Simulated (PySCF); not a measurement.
**CHF2 (difluoromethyl radical): UCISD/STO-3G**

What is the vertical ionisation energy of CHF2 (difluoromethyl radical) at UCISD/STO-3G? The job is set up through a Python script.

Program for the calculation: PySCF 2.14.0.

4 further runs of the same task are left out: 4 set aside as unsound or not needed.

## (1) The structure to begin with

The species is CHF2 (4 atoms), meant as a doublet with charge 0. SMILES: `F[CH]F`. Geometry: relaxed at PBE0-D4/def2-TZVP.

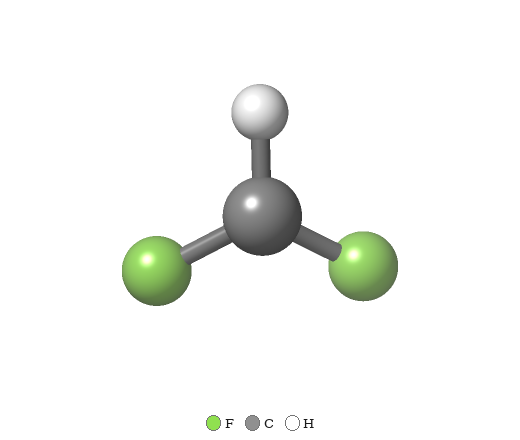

Viewed from a chosen angle; fluorine green, carbon grey, hydrogen white.

## (2) The energy at UCISD/STO-3G

run.py reads:

```python
from pyscf import gto, scf, ci

system = gto.Mole()
system.atom = 'F -1.208200 0.264600 -0.141700; C 0.038600 0.063400 0.244400; F 0.433100 -1.166800 -0.029600; H 0.736500 0.838700 -0.073100'
system.basis = 'sto-3g'
system.spin = 1
system.verbose = 3
system.max_memory = 1860
system.charge = 0
system.build()

mf = scf.UHF(system)
mf.conv_tol = 1e-10
mf.kernel()
if not mf.converged:
    mf = mf.newton().run(mf.mo_coeff, mf.mo_occ)

cisd = ci.CISD(mf, frozen=3)
cisd.kernel()
e_final = cisd.e_tot
print('E(%s) = %.9f' % ('CISD', e_final))
```

Started as:

```
OMP_NUM_THREADS=1 python run.py
```

The program printed:

```text
converged SCF energy = -234.001309028623  <S^2> = 0.7549437  2S+1 = 2.0049376
E(UCISD) = -234.0934037828736  E_corr = -0.09209475425077174
E(CISD) = -234.093403783
```

Wall time 0.34 s (1 thread of AMD EPYC 9R45 (Zen 5), shared host); peak memory 0.1 GiB.

## (3) The singlet cation at the same level

input.py reads:

```python
from pyscf import gto, scf, ci

molecule = gto.M(
    atom=[
    ('F', (-1.208200, 0.264600, -0.141700)),
    ('C', (0.038600, 0.063400, 0.244400)),
    ('F', (0.433100, -1.166800, -0.029600)),
    ('H', (0.736500, 0.838700, -0.073100)),
],
    max_memory=1860,
    verbose=4,
    basis='sto-3g',
    charge=1,
)

myscf = scf.RHF(molecule)
myscf.conv_tol = 1e-10
myscf.kernel()
if not myscf.converged:
    myscf = myscf.newton().run(myscf.mo_coeff, myscf.mo_occ)

cisd = ci.CISD(myscf, frozen=3)
cisd.kernel()
e_tot = cisd.e_tot
print('E(%s) = %.9f' % ('CISD', e_tot))
```

Started as:

```
OMP_NUM_THREADS=1 python input.py
```

The program printed:

```text
PySCF version 2.14.0

[INPUT] num. atoms = 4
[INPUT] num. electrons = 24
[INPUT] charge = 1
[INPUT] spin (= nelec alpha-beta = 2S) = 0
[INPUT] symmetry False subgroup None
[INPUT] Mole.unit = angstrom
[INPUT] Symbol           X                Y                Z      unit          X                Y                Z       unit  Magmom
[INPUT]  1 F     -1.208200000000   0.264600000000  -0.141700000000 AA   -2.283167103700   0.500021532560  -0.267774191851 Bohr   0.0
[INPUT]  2 C      0.038600000000   0.063400000000   0.244400000000 AA    0.072943428408   0.119808636297   0.461849064844 Bohr   0.0
[INPUT]  3 F      0.433100000000  -1.166800000000  -0.029600000000 AA    0.818440384549  -2.204932442143  -0.055935893287 Bohr   0.0
[INPUT]  4 H      0.736500000000   0.838700000000  -0.073100000000 AA    1.391783290742   1.584913300673  -0.138138979706 Bohr   0.0

nuclear repulsion = 70.5382683671803
number of shells = 10
number of NR pGTOs = 48
number of NR cGTOs = 16
basis = sto-3g
ecp = {}

******** <class 'pyscf.scf.hf.RHF'> ********
method = RHF
initial guess = minao
damping factor = 0
level_shift factor = 0
DIIS = <class 'pyscf.scf.diis.CDIIS'>
diis_start_cycle = 1
diis_space = 8
diis_damp = 0
SCF conv_tol = 1e-10
SCF conv_tol_grad = None
SCF max_cycles = 50
direct_scf = True
direct_scf_tol = 1e-13
Set gradient conv threshold to 1e-05
Initial guess from minao.
init E= -234.212130224659
  HOMO = -0.478926578274521  LUMO = -0.00868340442091187  gap/eV = 12.79597
cycle= 1 E= -233.510178957824  delta_E= 0.702  |g|= 0.738  |ddm|= 2.41
  HOMO = -0.78012727518552  LUMO = -0.358846721506507  gap/eV = 11.46363
cycle= 2 E= -233.668028831824  delta_E= -0.158  |g|= 0.396  |ddm|= 1.35
  HOMO = -0.871190666158288  LUMO = -0.267458391146187  gap/eV = 16.42839
cycle= 3 E= -233.714603348115  delta_E= -0.0466  |g|= 0.0397  |ddm|= 0.43
  HOMO = -0.873110433614273  LUMO = -0.249502342000471  gap/eV = 16.96924
cycle= 4 E= -233.715910660165  delta_E= -0.00131  |g|= 0.0112  |ddm|= 0.106
  HOMO = -0.872089164597733  LUMO = -0.253491689492211  gap/eV = 16.83289
cycle= 5 E= -233.716054194952  delta_E= -0.000144  |g|= 0.00507  |ddm|= 0.0316
  HOMO = -0.871891745975814  LUMO = -0.252792937376742  gap/eV = 16.84654
cycle= 6 E= -233.716088957291  delta_E= -3.48e-05  |g|= 0.000921  |ddm|= 0.0212
  HOMO = -0.871635725684056  LUMO = -0.252865380189058  gap/eV = 16.83760
cycle= 7 E= -233.716090308825  delta_E= -1.35e-06  |g|= 0.000274  |ddm|= 0.00427
  HOMO = -0.871678888385932  LUMO = -0.252841654103937  gap/eV = 16.83942
cycle= 8 E= -233.716090430138  delta_E= -1.21e-07  |g|= 4.36e-05  |ddm|= 0.00139
  HOMO = -0.871679286097375  LUMO = -0.252834865100126  gap/eV = 16.83961
cycle= 9 E= -233.716090432263  delta_E= -2.12e-09  |g|= 1.06e-05  |ddm|= 0.000171
  HOMO = -0.871680551210688  LUMO = -0.25283432839  gap/eV = 16.83966
cycle= 10 E= -233.716090432357  delta_E= -9.47e-11  |g|= 3.77e-06  |ddm|= 2.89e-05
  HOMO = -0.871680797982219  LUMO = -0.252834147331394  gap/eV = 16.83968
Extra cycle  E= -233.716090432366  delta_E= -8.75e-12  |g|= 1.81e-06  |ddm|= 6.89e-06
converged SCF energy = -233.716090432366

******** <class 'pyscf.ci.cisd.RCISD'> ********
CISD nocc = 9, nmo = 13
frozen orbitals 3
max_cycle = 50
direct = 0
conv_tol = 1e-09
max_cycle = 50
max_space = 12
lindep = 0
nroots = 1
Init t2, MP2 energy = -0.130762651598653
RCISD converged
E(RCISD) = -233.863484684145  E_corr = -0.1473942517789602
E(CISD) = -233.863484684
```

It took 0.34 s on 1 thread of AMD EPYC 9R45 (Zen 5), shared host; peak memory 0.1 GiB.

## (4) What came out

Level: UCISD/STO-3G, 3 core orbitals frozen.

| quantity | value |
| --- | --- |
| doublet CHF2: total energy | -234.09340 Eh |
| doublet CHF2: dipole moment (Hartree–Fock density) | 0.91 D |
| doublet CHF2: HOMO energy (Hartree–Fock orbitals) (highest over α and β) | -8.37 eV |
| doublet CHF2: LUMO energy (Hartree–Fock orbitals) (lowest over α and β) | 7.74 eV |
| doublet CHF2: correlation energy (3 core orbitals frozen) | -92.1 mEh |
| doublet CHF2: ⟨S²⟩ of the reference determinant | 0.755 |
| singlet cation: total energy | -233.86348 Eh |
| singlet cation: HOMO energy (Hartree–Fock orbitals) | -23.72 eV |
| singlet cation: LUMO energy (Hartree–Fock orbitals) | -6.88 eV |
| singlet cation: HOMO–LUMO gap (Hartree–Fock orbitals) | 16.84 eV |
| singlet cation: correlation energy (3 core orbitals frozen) | -147.4 mEh |
| vertical ionisation energy (to the singlet cation) | 6.256 eV |

Removing an electron at fixed nuclei costs 6.26 eV (144 kcal/mol). Only the singlet of the ionised species was computed; a triplet could lie lower. In a minimal basis such a difference can be off by several eV, whatever the method. Mulliken charges (doublet CHF2) of the mean-field density run from -0.14 on F1 to +0.22 on C2. Mulliken charges (singlet cation) of the mean-field density run from +0.08 on F1 to +0.56 on C2.
